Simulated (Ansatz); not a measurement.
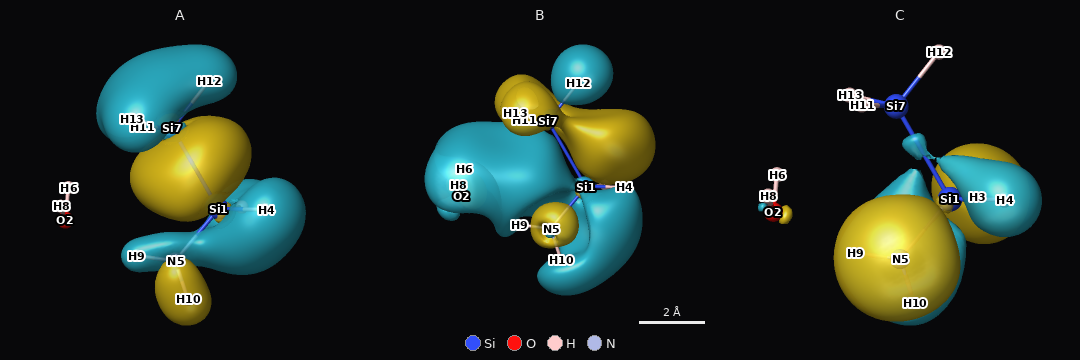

*H7NSi2···H2O. Three frontier orbitals at ±0.06 Å⁻³ᐟ² (yellow and cyan are the two phases), in no order.*

These are results of UKS PBE/6-31G* (Ansatz 0.2.0), not measurements.

```
atom    x (Å)    y (Å)    z (Å)
  Si   0.8204  -1.0637  -0.7476
   O  -1.7591   0.4825   1.6656
   H   0.1452  -1.7261  -1.9320
   H   2.2884  -1.3487  -0.9115
   N   0.2992  -1.5174   0.8515
   H  -2.0457   0.9514   0.8559
  Si   0.4717   1.2510  -0.9893
   H  -1.1150   1.1007   2.0656
   H  -0.5404  -1.0352   1.2033
   H   0.2916  -2.5090   1.0964
   H   0.9708   2.0320   0.1965
   H   1.1634   1.7881  -2.2109
   H  -0.9903   1.5944  -1.1434
```

Question: Which picture is the HOMO−1, the HOMO and the LUMO?

Answer: A is the HOMO−1 (−6.89 eV). By Hirshfeld shares it lies mainly on Si7 (about 35 %) and Si1 (about 35 %). C is the HOMO (−5.45 eV). By Hirshfeld shares it lies mainly on N5 (about 65 %) and H3 (about 10 %); largely a lone pair of N5. B is the LUMO (−0.53 eV). Its weight (Hirshfeld) is mainly on Si1 (about 25 %), Si7 (about 25 %), N5 (about 10 %), H12 (about 5 %) and O2 (about 5 %).

Question: What is the HOMO–LUMO gap?

Answer: 4.92 eV between the orbital energies.
